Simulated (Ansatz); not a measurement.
A series of calculations on HfHCl$_{3}$F$_{2}$

**1. Relaxation**

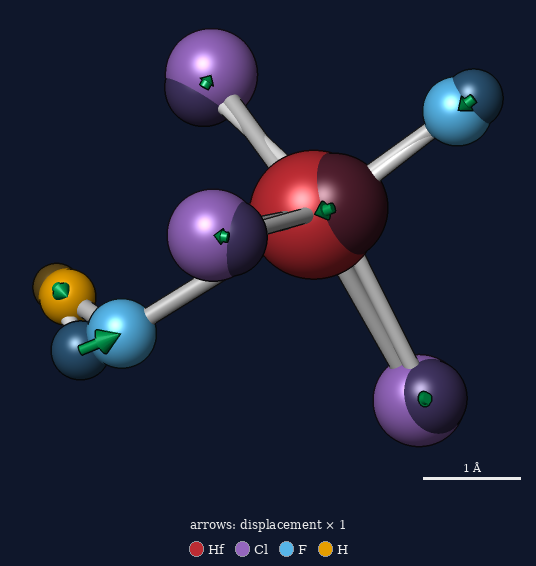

A relaxation of HfHCl3F2. The starting structure is drawn faded, the final one solid; green arrows show the displacements, at their true length. The two geometries are superimposed by the best rigid fit.

Style: ball-and-stick. Shown at a tilt.

The run prepares an end point of a later path (reaction) calculation, from a guessed geometry.

Level of theory: RHF/def2-SVP (Ansatz).

The input:
```yaml
crystal:
  periodic: [false, false, false]
  atoms:
    - { symbol: Hf, position_ang: [-0.064909, 0.126313, -0.086699] }
    - { symbol: Cl, position_ang: [-0.073731, 0.203447, 2.39383] }
    - { symbol: Cl, position_ang: [2.072069, 0.375161, -1.046554] }
    - { symbol: F, position_ang: [-1.010537, 1.668676, -0.618579] }
    - { symbol: Cl, position_ang: [-1.285111, -1.670089, -0.998707] }
    - { symbol: F, position_ang: [1.431641, -2.274595, 1.34578] }
    - { symbol: H, position_ang: [1.246077, -1.995613, 2.19363] }
basis:
  gaussian: { orbitals: def2-SVP }
hamiltonian:
  xc: hf
relax:
  f_tol: 0.03
  max_steps: 50
```

Command:
```bash
ansatz run input.yaml --threads 2 --pin off --max-ram 3072MiB --backend cpu --events-out ev --progress --plain --runs-dir out
```

### Atoms of which element are displaced furthest, and by how much?

Fluorine: up to 0.50 Å, against 0.24 Å for hafnium.

### Describe the change and its energy.

After 7 geometry steps the energy has fallen by 6.21 kcal/mol. Largest force component: 1.2 eV/Å at the start, 0.023 eV/Å at the end. The largest move after the best rigid fit is that of F6, 0.50 Å. Largest moves by element: F 0.50 Å, Hf 0.24 Å, H 0.22 Å, Cl 0.16 Å. Among the contacts that change: Hf1–F6 3.171 → 2.447 Å, Hf1–H7 3.380 → 3.001 Å, Hf1–Cl2 2.482 → 2.402 Å, Hf1–Cl3 2.356 → 2.374 Å. New bonds form, among them: Hf1–F6 (3.17 → 2.45 Å). Bond angles that change, for instance: Cl2–Hf1–F4 104.8° → 99.3°, Cl3–Hf1–F4 104.7° → 100.6°, Cl3–Hf1–Cl5 113.1° → 116.8°.

Limits of the set-up: the start holds two separate molecules, 2.6 Å apart at their closest, whose relative position is a soft coordinate and is computed without a dispersion correction; Hartree-Fock leaves out electron correlation.

**2. Relaxation**

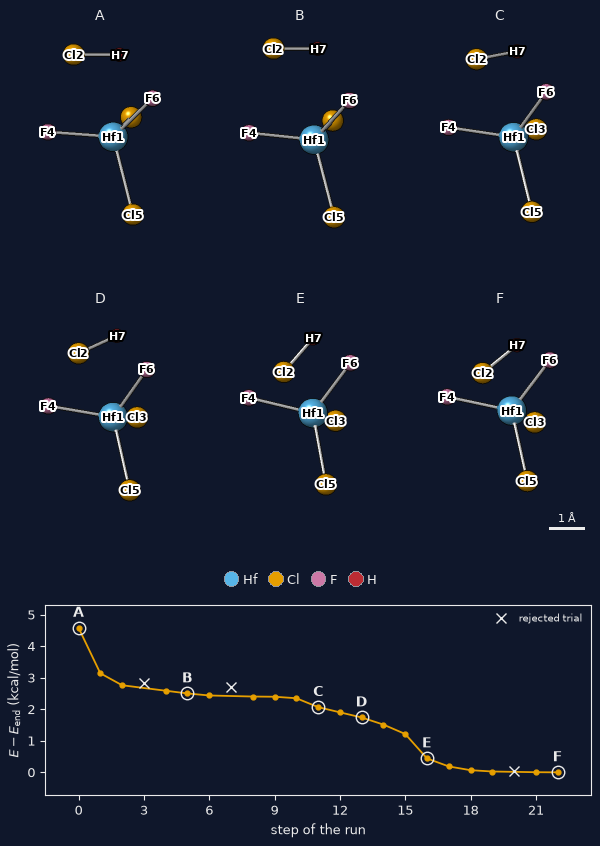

Frames of a relaxation of HfHCl$_{3}$F$_{2}$, marked on the history of the run. Style: ball-and-stick. Shown from a free direction.

The run prepares an end point of a later path (reaction) calculation, from a guessed geometry.

Theory: RHF/def2-SVP (Ansatz).

Input
```yaml
crystal:
  periodic: [false, false, false]
  atoms:
    - { symbol: Hf, position_ang: [0.30831, -0.47332, -0.461382] }
    - { symbol: Cl, position_ang: [-0.017443, 0.054642, 3.209409] }
    - { symbol: Cl, position_ang: [2.138644, 0.192747, -1.786709] }
    - { symbol: F, position_ang: [-0.613201, 1.109769, 0.030744] }
    - { symbol: Cl, position_ang: [-1.197441, -1.78484, -1.712262] }
    - { symbol: F, position_ang: [1.026908, -1.619394, 0.94476] }
    - { symbol: H, position_ang: [0.669724, -1.046305, 2.958141] }
basis:
  gaussian: { orbitals: def2-SVP }
hamiltonian:
  xc: hf
relax:
  f_tol: 0.03
  max_steps: 50
output:
  orbitals: {}
```

Command:
```bash
ansatz run input.yaml --threads 2 --pin off --max-ram 3072MiB --backend cpu --events-out ev --progress --plain --runs-dir out
```

Question: What happens along the run?

Answer: Cl2 moves most after the best rigid fit: 1.08 Å. Largest moves by element: Cl 1.08 Å, F 0.89 Å, H 0.41 Å, Hf 0.28 Å. Some distances before and after: Hf1–Cl2 3.723 → 3.251 Å, Cl2–H7 1.322 → 1.276 Å, Hf1–F6 1.951 → 1.916 Å, Hf1–Cl5 2.356 → 2.374 Å. Bond angles that change, for instance: F4–Hf1–Cl5 107.0° → 113.3°, Cl3–Hf1–Cl5 110.8° → 106.2°, F4–Hf1–F6 118.8° → 115.1°. Over 19 accepted moves (22 points after the start) the energy falls by 4.58 kcal/mol. Largest force component: 1.2 eV/Å at the start, 0.0024 eV/Å at the end. The line search rejected the trial steps at points 3, 7, 20 of the run. The forces were under the threshold at step 6, but the run went on from there. From step 0 to 5: Cl2 moves most (0.29 Å), energy −2.08 kcal/mol. From step 5 to 11: Cl2 moves most (0.46 Å), energy −0.43 kcal/mol. From step 11 to 13: Cl2 moves most (0.31 Å), energy −0.33 kcal/mol. From step 13 to 16: Cl2 moves most (0.58 Å), energy −1.30 kcal/mol. From step 16 to 22: H7 moves most (0.22 Å), energy −0.44 kcal/mol.

```tsv
step	E − E(0), kcal/mol	largest force component, eV/Å	note
0	0.00	1.2371	
1	-1.44	0.5964	
2	-1.82	0.4598	
3	-1.74	0.4079	rejected
4	-1.99	0.1504	
5	-2.08	0.0672	
6	-2.14	0.0086	
7	-1.88	0.6157	rejected
8	-2.18	0.0799	
9	-2.18	0.2431	
10	-2.23	0.1952	
11	-2.51	0.0374	
12	-2.68	0.1962	
13	-2.84	0.6626	
14	-3.07	0.9030	
15	-3.37	0.8225	
16	-4.14	0.5003	
17	-4.40	0.2930	
18	-4.51	0.1032	
19	-4.56	0.0678	
20	-4.53	0.0837	rejected
21	-4.58	0.0342	
22	-4.58	0.0024
```

Limits of the set-up: Hartree-Fock leaves out electron correlation.

**3. Path**

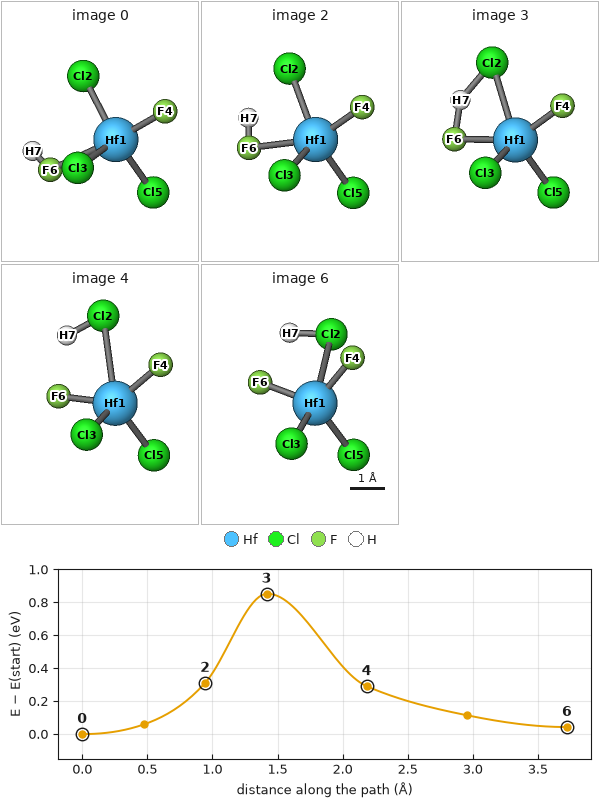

A search for the minimum-energy path of HfHCl$_{3}$F$_{2}$, made up at the start of HfCl3F and HF by the nudged elastic band. Images are numbered from 0 (start) to 6 (end). A ball-and-stick model, seen at a tilt.

Method: RHF/def2-SVP (Ansatz). Run with 5 movable images; climbing image; force threshold 0.05 eV/Å; iteration limit 60; starting path through a guess of the saddle point.

What happens along the path, and what is the barrier?

Answer. A hydrogen atom shifts from one atom to another. Breaking: F6–H7 (0.91 → 1.22 at the top → 2.61 Å). Forming: Cl2–H7 (2.76 → 1.48 at the top → 1.28 Å). Forward barrier 0.85 eV, backward barrier 0.81 eV, with image 3 at the top; the reaction energy is +0.04 eV. The band converged in 11 iterations, with a climbing image at the top. At the top, the vibrational analysis gives one imaginary mode (1209i cm⁻¹), as a transition state must have.

Limits of the set-up: Hartree-Fock leaves out electron correlation.

The run took 2.3 min on 2 threads of Intel(R) Xeon(R) Platinum 8488C (Sapphire Rapids), with other jobs on the host, peak memory 0.31 GiB.
